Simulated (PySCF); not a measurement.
# C6H6, SMILES `c1ccccc1`: electronic structure

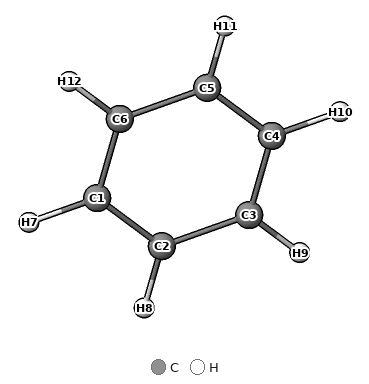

The molecule, with its atoms numbered as below. No frequency check shows the geometry to be a minimum.

Coordinates in Å:

```
C1       1.3374    0.3584    0.0000
C2       0.3583    1.3374    0.0000
C3      -0.9791    0.9790    0.0000
C4      -1.3374   -0.3584    0.0000
C5      -0.3583   -1.3374    0.0000
C6       0.9791   -0.9790    0.0000
H7       2.3811    0.6381    0.0000
H8       0.6379    2.3811    0.0000
H9      -1.7431    1.7430    0.0000
H10     -2.3811   -0.6381    0.0000
H11     -0.6380   -2.3811    0.0000
H12      1.7432   -1.7430    0.0000
```

### 1. Bonding charge

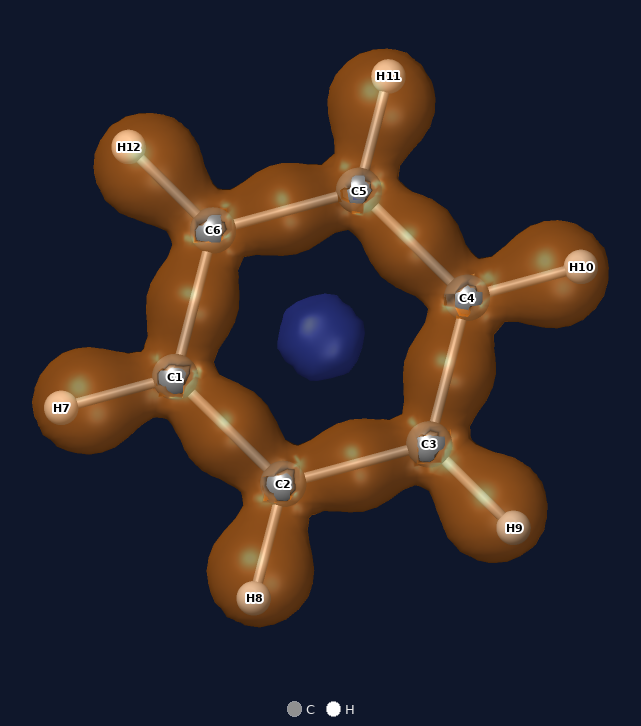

Deformation density (molecule less spherical, spin-averaged free atoms at the same positions), surfaces at ±0.15 e/Å³; orange: gain, blue: loss.

Level of theory: PBE0/def2-SVP (PySCF), at a geometry from GFN2-xTB.

Q: Describe the bonding that the map shows.

A: C1–H7, C2–H8, C5–H11, C3–H9 and 2 more like them: +0.72 e/Å³ at the bond critical point (bond length 1.08 Å, Mayer order 1.0). C1–C6, C1–C2, C3–C4, C2–C3 and 2 more like them: +0.63 e/Å³ at the bond critical point (bond length 1.39 Å, Mayer order 1.4). In all, 2.8 electrons gather in the regions of gain relative to the promolecule.

Q: Where do the Hirshfeld charges lie?

A: The highest Hirshfeld charge is on H7, H8, H9, H10, H11 and H12 (+0.05 e), the lowest on C1, C2, C3, C4, C5 and C6 (−0.05 e).

### 2. Bond critical points

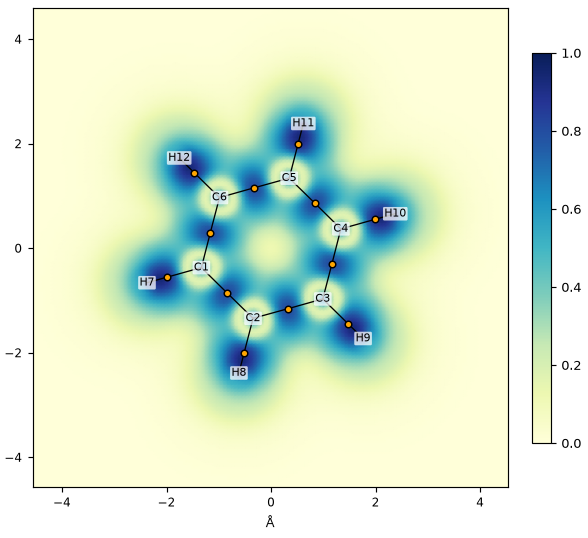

Localised orbital locator (LOL) in the molecular plane, with bond paths and bond critical points (dots).

Q: Rank the bonds in the plane by LOL at their critical points.

A: C1–H7, C2–H8, C5–H11, C3–H9 and 2 more like them: about 0.90; C1–C6, C1–C2, C3–C4, C2–C3 and 2 more like them: about 0.80. Values above 0.5 mark slow, localised electrons, as in shared pairs; low values at a critical point mark a polar or closed-shell contact whose critical point lies between the shells.

Q: Where along C1–H7 does the critical point lie?

A: 0.68 Å from C1 and 0.40 Å from H7.

### 3. Local ionisation energy

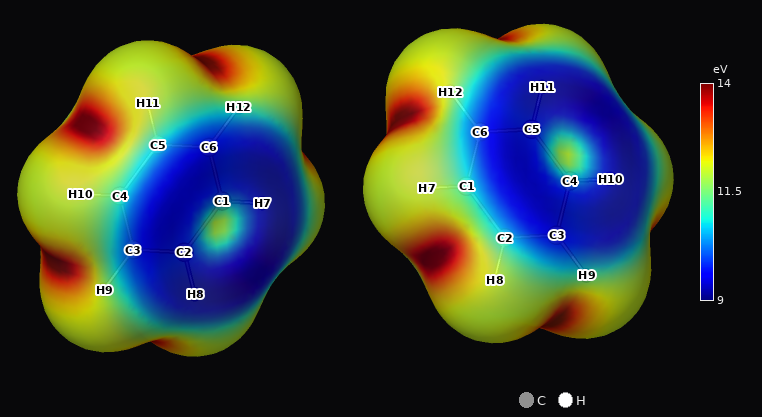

Average local ionisation energy on the surface of electron density 0.001 a.u. (back view left, front view right).

Q: Where are the most loosely bound electrons on this surface?

A: The lowest value is 9.3 eV, off the molecular plane, over C5 (2.0 Å), and at like points elsewhere. For comparison, the highest occupied orbital lies at −7.3 eV.

### 4. Magnetic shielding

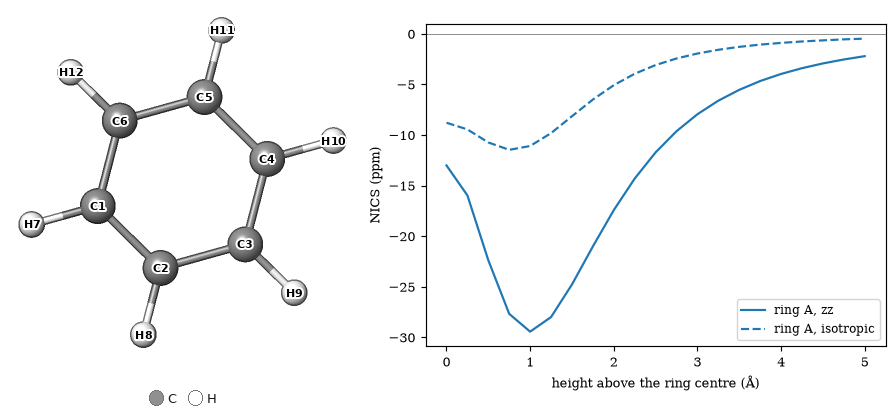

GIAO NICS scans along the ring normals; ring A: 6-membered ring C1/C2/C3/C4/C5/C6.

Computed with PySCF, B3LYP/def2-SVP, geometry: GFN2-xTB.

Q: What does each scan say about the ring current?

A: Ring A is strongly diatropic (aromatic): NICSzz reaches −29.4 ppm at 1.00 Å; NICS(0) = −8.8, NICS(1) = −11.1, NICS(1)zz = −29.4 ppm.

### 5. The π system

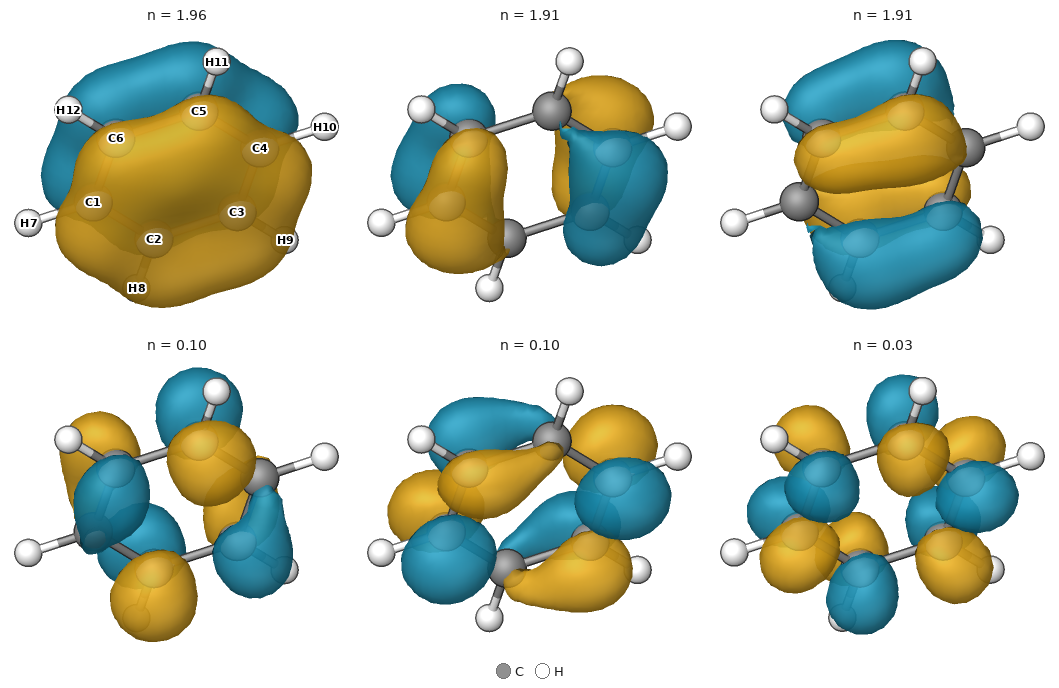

Natural orbitals of the π active space, CASSCF(6,6), singlet state, in order of falling occupation.

Level of theory: cc-pVDZ basis (PySCF), at a geometry from GFN2-xTB.

Q: How multiconfigurational is the state?

A: The leading determinant weighs 0.89; the effective number of unpaired electrons, Σ n²(2−n)², is 0.14; the most occupied of the weakly occupied orbitals holds 0.10 e, as in an ordinary closed-shell π system. The active space lowers the energy by 1.93 eV against Hartree–Fock.

Q: Where does the lowest triplet lie relative to the singlet, at this geometry and within this active space?

A: 4.51 eV above it by strongly contracted NEVPT2 (+4.00 eV by CASSCF); a small basis tends to put such gaps a few tenths of an eV too high. This is a vertical energy for π states alone; a state that uses lone pairs or σ orbitals may lie lower.
